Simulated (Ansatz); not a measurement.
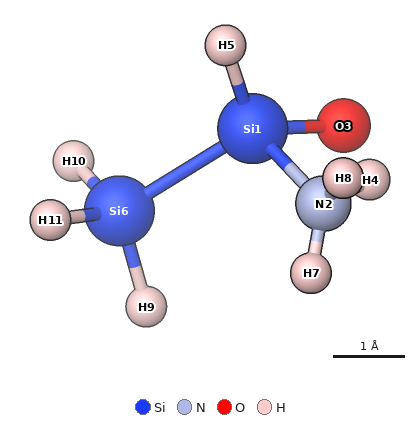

**Figure 1.** The structure as given in the input (ball-and-stick view, seen at a tilt; atoms are numbered from 1 in the order of the input). Bond lengths as drawn: H–N 1.01 to 1.21 Å, H–Si 1.49 Å, N–Si 1.88 Å, O–Si 1.58 Å and Si–Si 2.35 Å.

**Single-point calculation of Si$_{2}$NH$_{7}$O**

Si$_{2}$NH$_{7}$O, computed with RKS PBE0-D4/def2-TZVPP (Ansatz 0.2.0).

The geometry is a transition state. The reaction was set up to form N2–H4 and to break Si1–N2 and O3–H4 (atoms counted from 1 in the order of the input); sticks are drawn by distance alone. The geometry comes from this level: PBE0-D4/def2-TZVP.

### The program's output
```
Functional definition: PBE0
  name "PBE0"
  cite "Adamo & Barone, J. Chem. Phys. 110, 6158 (1999) doi:10.1063/1.478522"
  cite "Perdew, Burke & Ernzerhof, Phys. Rev. Lett. 77, 3865 (1996) doi:10.1103/PhysRevLett.77.3865"
  parent pbe
  parameter a = 0.25
  parameter kappa = 0.804
  parameter beta = 0.06672455060314922
  exchange = (1 - a)*pbe_x(kappa = kappa, mu = beta*pi^2/3) + a*exact_x
  correlation = pbe_c(beta = beta)
1301 factors; their error is unknown
mean field evaluation 1: about -19388.8346 eV, gradient 7.3e1 eV
mean field evaluation 2: about -19343.4891 eV, gradient 1.6e2 eV
mean field evaluation 4: about -19397.7474 eV, gradient 1.4e1 eV
mean field evaluation 8: about -19398.1445 eV, gradient 2.9e-1 eV
mean field evaluation 16: about -19398.1446 eV, gradient 3.0e-5 eV
mean field -19398.14460773 eV, -712.8686657994 hartree, gradient 3.0e-5 eV, S^2 0.000000; 0 other end points of the search recorded, 0 dependent functions left out
reference -19398.14464165 eV, -712.8686670461 hartree; 25, 25 occupied and 219, 219 virtual orbitals, 1301 factors
Total energy: -19398.33401009 eV, -712.8756262077 hartree
```

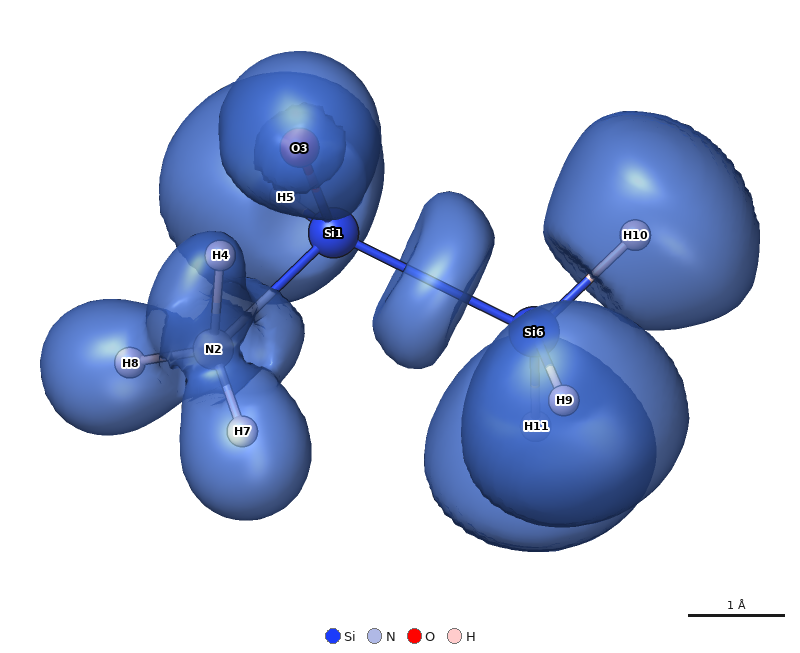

**Figure 2.** Isosurface of the ELF at 0.75 (blue), seen at an oblique angle. Only the valence region is drawn (cores and ρ < 0.01 e/Å³ removed). Along the contacts the grid gives the following. Si–O (1.58 Å): the ELF peaks at about 0.85 between the atoms.

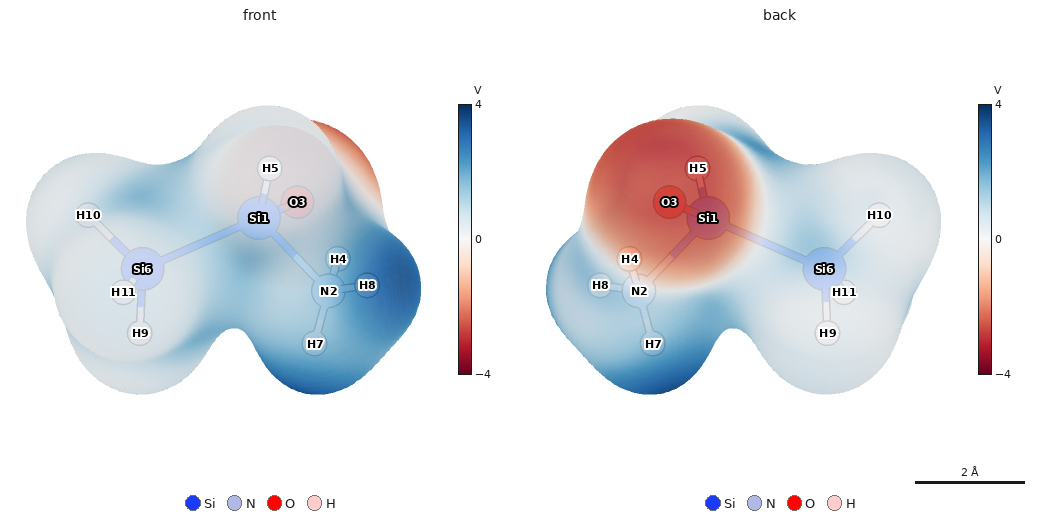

**Figure 3.** The electrostatic potential painted on the density surface at 0.004 e/bohr³, seen face on and from behind; red is negative and blue positive.

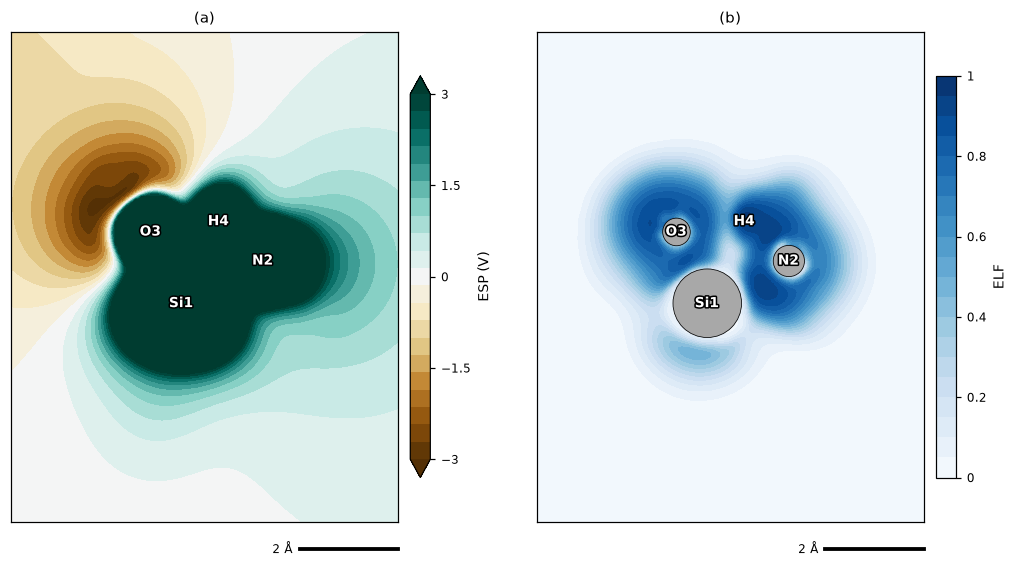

**Figure 4.** (a) molecular electrostatic potential; (b) electron localisation function on the plane of atoms N2, Si1 and O3. Grey discs, where drawn, cover atomic cores. The section cuts through Si, N, O and H sites. Si–O (1.58 Å): the ELF peaks at about 0.85 between the atoms. Si–N (1.88 Å): the ELF peaks at about 0.90 between the atoms, which marks a shared but strongly polarised pair.

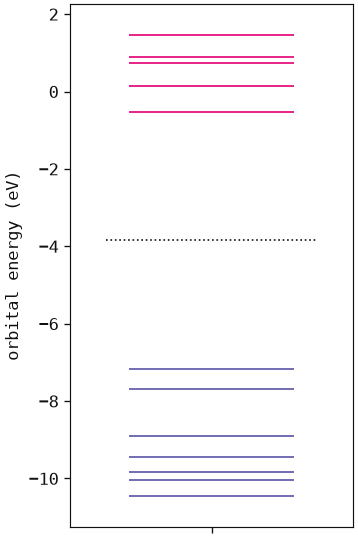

**Figure 5.** Orbital energies near the frontier; the dotted line parts filled from empty levels, and levels within 0.02 eV of each other stand side by side. Highest filled −7.16 eV, lowest empty −0.52 eV, 6.64 eV apart.

The run was set up as follows.

### Input file
```yaml
crystal:
  periodic: [false, false, false]
  atoms:
    - {symbol: Si, position_ang: [-0.706331, 0.373350, -0.318725]}
    - {symbol: N, position_ang: [0.689682, 1.534533, 0.149374]}
    - {symbol: O, position_ang: [-0.489949, 0.889248, -1.801052]}
    - {symbol: H, position_ang: [0.448712, 1.603246, -1.034681]}
    - {symbol: H, position_ang: [-1.878502, 0.843703, 0.480129]}
    - {symbol: Si, position_ang: [-0.137391, -1.828902, 0.263742]}
    - {symbol: H, position_ang: [1.604847, 1.167162, 0.379138]}
    - {symbol: H, position_ang: [0.493886, 2.359491, 0.703452]}
    - {symbol: H, position_ang: [1.237668, -2.142535, -0.214868]}
    - {symbol: H, position_ang: [-1.092330, -2.789607, -0.349422]}
    - {symbol: H, position_ang: [-0.170392, -2.009588, 1.742913]}
basis:
  gaussian: {orbitals: def2-TZVPP}
hamiltonian: {xc: pbe0, dispersion: d4}
output: {orbitals: {seedname: orbitals}}
```

Run as:
```bash
ansatz run in.yaml --threads 4 --pin off --events-out ev --progress --plain --max-ram 9574MiB
```

### Summary

- outcome: converged
- total energy: −19398.3340 eV
- mean-field energy: −19398.1446 eV
- dispersion energy: −0.1894 eV
- SCF solution under orbital rotations: stable
- HOMO: −7.16 eV
- LUMO: −0.52 eV
- hardware: 4 threads of Arm Neoverse V1, 23 GiB of memory available, shared host
- wall time: 2.6 s (CPU time 9.6 s)
- peak memory: 0.56 GiB
